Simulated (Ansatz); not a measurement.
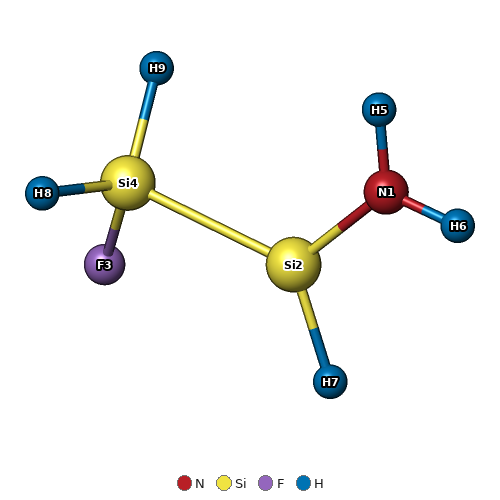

The system is FH5NSi2, charge +1; the picture shows the reference structure. First axis: umbrella angle at N1 (between each of its bonds and their common axis; 90 is planar). Second axis: change of the bonds N1–Si2, N1–H5, N1–H6, all alike. Nothing is relaxed (all other coordinates rigid). The scan uses a 13 × 13 grid. Points are written as (first, second). All energies are given in kcal/mol relative to the lowest grid point. Theory: RKS PBE-D4/def2-SVP (Ansatz).

Its coordinates:

```xyz
9

N    -0.0056    1.8930   -0.2242
Si    0.7309    0.3868   -0.1319
F     0.4751   -2.7153   -0.4072
Si   -0.5090   -1.6254    0.2875
H    -1.0142    2.0587   -0.1155
H     0.5109    2.7650   -0.4047
H     2.2053    0.5059   -0.3511
H    -0.5792   -1.7827    1.7710
H    -1.8142   -1.4860   -0.4239
```

Range: umbrella angle at N1 (between each of its bonds and their common axis; 90 is planar) from 66 to 114°; change of the bonds N1–Si2, N1–H5, N1–H6, all alike from −0.137 to 0.212 Å.

### What landscape does the calculation give?

The lowest grid point is at (90°, 0.008 Å). It is the only kind of minimum in the scanned range. The highest grid point, (66°, −0.137 Å), lies 56.4 kcal/mol above the lowest. Round the minimum the two coordinates are nearly uncoupled.

```
second ↓, first →    66    70    74    78    82    86    90    94    98   102   106   110   114
            0.212  46.5  44.5  43.2  42.3  41.8  41.6  41.5  41.6  41.8  42.3  43.1  44.4  46.3
            0.183  38.9  36.5  34.8  33.7  33.0  32.7  32.5  32.6  33.0  33.7  34.8  36.4  38.7
            0.154  31.9  29.2  27.2  25.8  24.9  24.4  24.3  24.4  24.9  25.7  27.1  29.1  31.8
            0.125  25.9  22.7  20.4  18.8  17.7  17.0  16.8  17.0  17.6  18.7  20.3  22.6  25.7
            0.095  20.7  17.2  14.5  12.5  11.2  10.5  10.2  10.5  11.2  12.4  14.4  17.0  20.6
            0.066  17.1  13.1  10.1   7.8   6.3   5.5   5.2   5.4   6.3   7.7   9.9  12.9  16.9
            0.037  15.0  10.6   7.2   4.7   3.0   2.0   1.7   2.0   2.9   4.6   7.0  10.4  14.8
            0.008  14.7   9.9   6.2   3.4   1.5   0.4   0.0   0.3   1.4   3.3   6.0   9.7  14.5
           −0.021  16.7  11.4   7.4   4.3   2.2   1.0   0.5   0.9   2.1   4.2   7.2  11.2  16.5
           −0.050  21.4  15.6  11.2   7.9   5.5   4.2   3.7   4.1   5.5   7.7  11.0  15.4  21.1
           −0.079  29.1  22.9  18.1  14.5  12.0  10.5  10.0  10.5  11.9  14.4  17.9  22.7  28.9
           −0.108  40.6  33.9  28.8  24.8  22.1  20.5  20.0  20.5  22.0  24.7  28.6  33.7  40.3
           −0.137  56.4  49.3  43.7  39.5  36.6  34.8  34.2  34.8  36.5  39.4  43.5  49.1  56.1
```

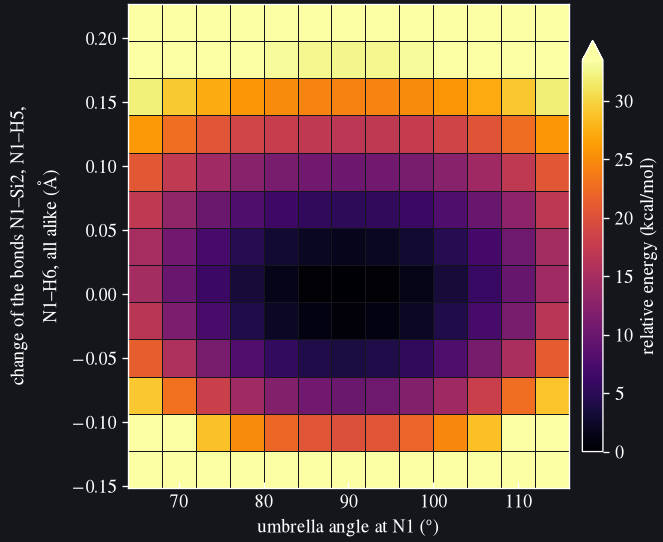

In the figure: one coloured cell a grid point, one colour for all values above the top of the scale.

The whole map (169 points run) took 14 min on 1 thread of Arm Neoverse V1, on a shared host.
